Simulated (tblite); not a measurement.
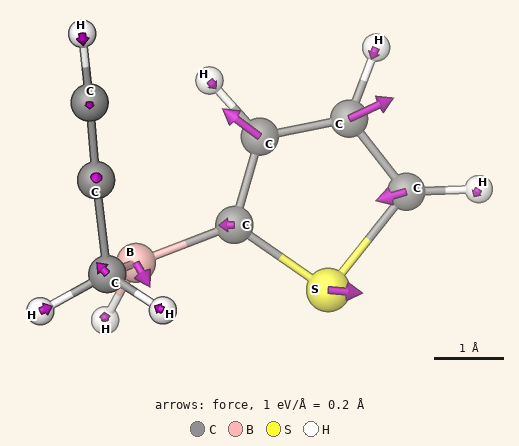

Starting geometry of C7H7BS with the computed forces as purple arrows. The picture is a ball-and-stick view, seen at a tilt.

Theory: tblite, GFN2-xTB geometry optimisation, gas phase. 

Is this structure relaxed? If not, where do the atoms go?

Answer. It isn't relaxed: the largest force vector, on a C atom, is 3.71 eV/Å. The final displacements have little in common with the starting forces (cosine between the two patterns 0.10). The largest move after the best rigid fit is that of an H atom, 1.43 Å. By element the largest moves are H 1.43 Å, B 0.81 Å, S 0.61 Å, C 0.54 Å. Among the contacts that change: C–S 1.847 → 1.707 Å, C–S 1.690 → 1.755 Å, C–C 1.354 → 1.402 Å, C–H 1.116 → 1.076 Å. Among the angles between lasting bonds that change: C–C–B 105.3° → 119.7°, S–C–H 130.9° → 119.8°, C–B–C 115.0° → 125.6°. After 96 geometry steps the energy has fallen by 103.5 kJ/mol. The run took 1.2 s on 1 thread of Arm Neoverse N1, on a shared host.
